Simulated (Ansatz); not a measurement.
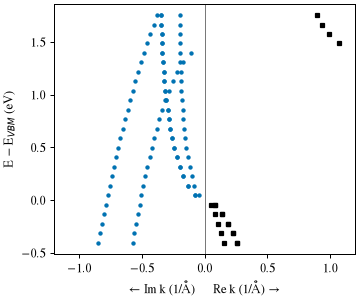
Figure. Complex bands at the centre of the two-dimensional zone; PBEsol (Ansatz, a first-principles code)

No gap correction and no spin-orbit coupling; mid-gap is the computed energy nearest the middle.

Task: This is AlP (F-43m, zinc blende, 2 atoms a cell, 20.5 Å³ an atom) along the normal of (001). Read off the slowest decay at the centre of the two-dimensional zone at 0.77 eV, the computed energy nearest the middle of the gap.

Result: κ ≈ 0.17 1/Å, a decay length 1/(2κ) of the density of 3.0 Å.
